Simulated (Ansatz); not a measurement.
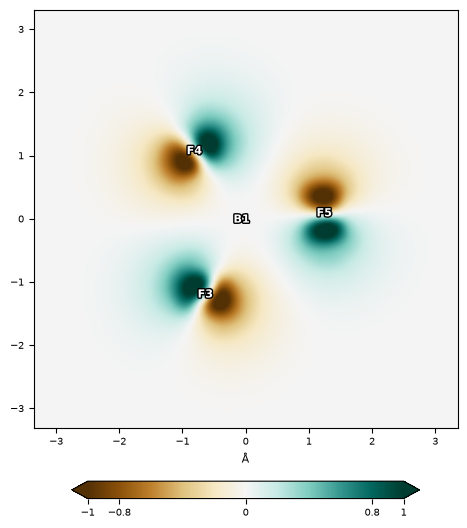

Figure. BF$_{3}$···H$_{2}$. The HOMO on the plane of atoms F3, B1 and F5 (values in Å⁻³ᐟ²; the overall sign is arbitrary).

Not at a stationary point (largest force 1.8 eV/Å).

These are results of Ansatz, RKS B3LYP/def2-SVP, not measurements.

```xyz
6

B     0.0195   -0.4808   -0.3743
H     0.0009    0.1290    1.9408
F     1.1454    0.1495   -0.6228
F    -1.1303    0.1103   -0.6082
F     0.0444   -1.7292    0.0500
H     0.0261   -0.5815    1.8450
```

**Describe this orbital and give its energy.**

It lies mainly on F4 (about 30 %), F3 (about 30 %) and F5 (about 30 %); largely a combination of lone pairs on F4, F3 and F5. Its energy is −11.53 eV.
